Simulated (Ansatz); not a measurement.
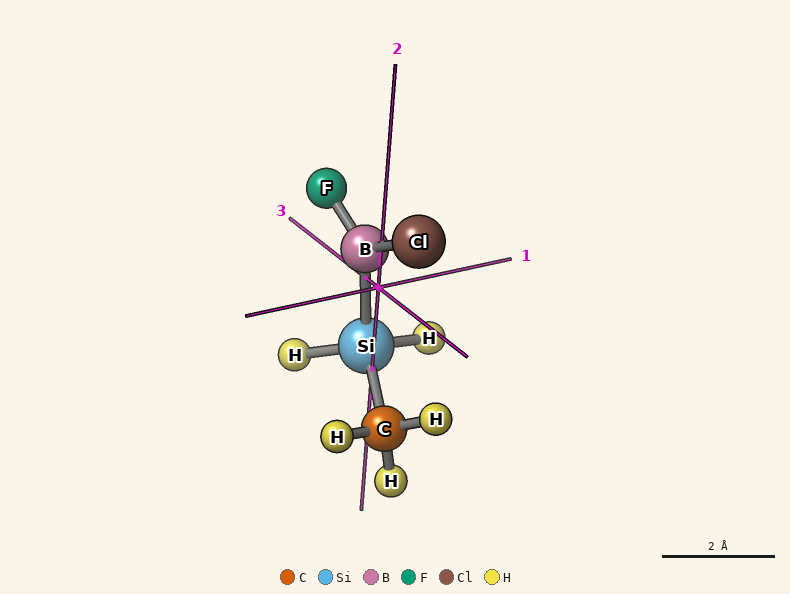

The three principal axes of inertia are drawn and numbered. Distant atoms are faded towards the background colour. The geometry was computed by an optimisation with PBE-D4/def2-SVP. No frequency run is at hand to confirm it as a minimum. Masses are those of the most abundant isotopes; constants are for the rigid equilibrium geometry.

> Which line is the a axis (least moment of inertia), which b and which c?

a is line 2, b is line 3, c is line 1; the moments are 131, 261, 373 u Å².

> Classify the rotor and give the rotational constants (MHz).

An asymmetric top (C1): A = 3872, B = 1935, C = 1354 MHz. Ray's parameter κ is −0.54, nearer the prolate limit.
